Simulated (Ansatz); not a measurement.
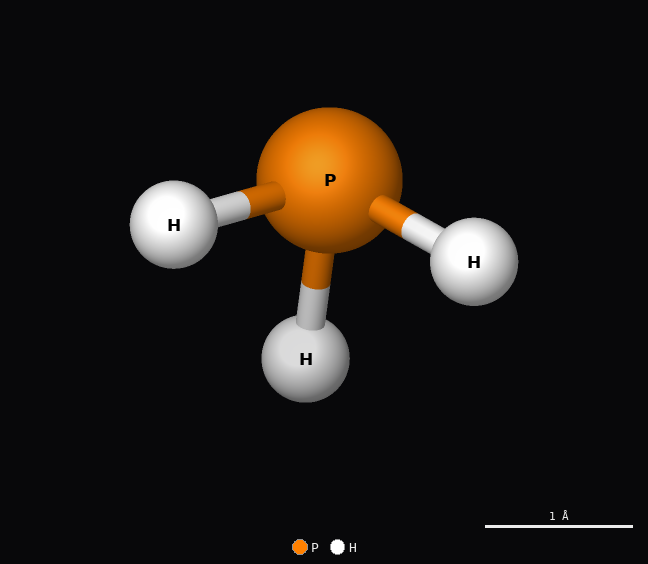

The picture shows a molecular structure as a ball-and-stick model. Every bond is drawn as one stick, whatever its order.

Description:

It has 4 atoms: 1 phosphorus and 3 hydrogen (PH3). This geometry has C3v symmetry. Coordination: 1 P trigonal pyramidal.

More results for the same structure follow; atom numbers are the same in all pictures, views and colours differ. Computed geometry: PBE0-D4/def2-TZVP optimisation. No frequency run is at hand to confirm it as a minimum.

## Dipole moment

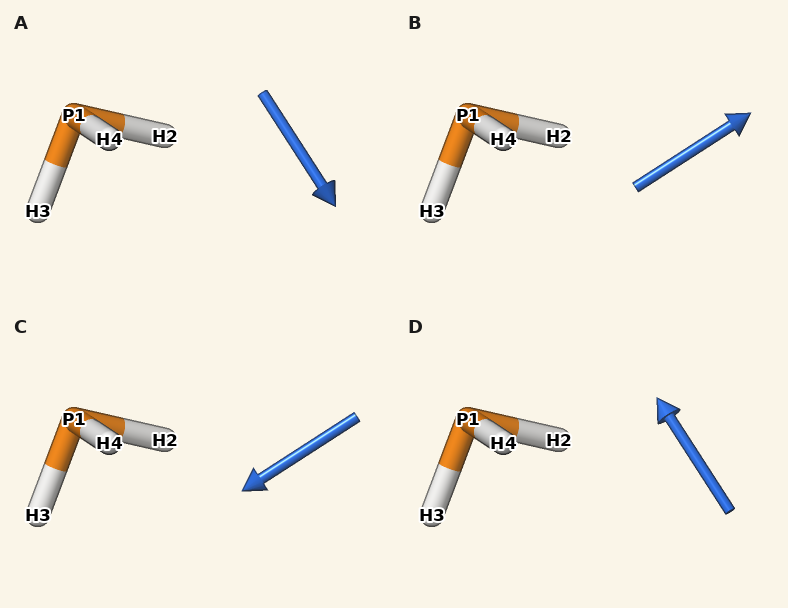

The same molecule four times, each with an arrow. No frequency run is at hand to confirm it as a minimum. Method: RKS PBE0-D4/def2-TZVP (Ansatz 0.2.0).

**Which arrow points along the dipole moment, from the negative to the positive end?**

A. The dipole moment is 0.70 D; it points from the side of P1 to the side of H2, H3, H4 (the outermost atoms at the two ends).

## Electronic properties

No frequency run is at hand to confirm it as a minimum. Properties computed with RKS PBE0-D4/def2-TZVPPD (Ansatz 0.2.0).

What does the calculation give?

- HOMO energy (Kohn–Sham orbital): −7.88 eV
- LUMO energy (Kohn–Sham orbital): 0.27 eV
- HOMO–LUMO gap: 8.15 eV

## Charges

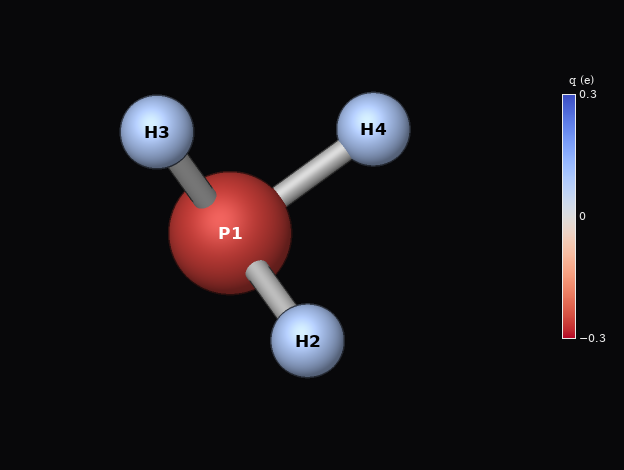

Atoms are coloured by their Mulliken charges. No frequency run is at hand to confirm it as a minimum. Properties computed with RKS PBE0-D4/def2-TZVP (Ansatz 0.2.0).

Give the Mulliken charges atom by atom.

| atom | value (e) |
| --- | --- |
| P1 | −0.26 |
| H2 | 0.09 |
| H3 | 0.09 |
| H4 | 0.09 |

Mulliken values depend strongly on the basis set and can even reverse the polarity of a bond.
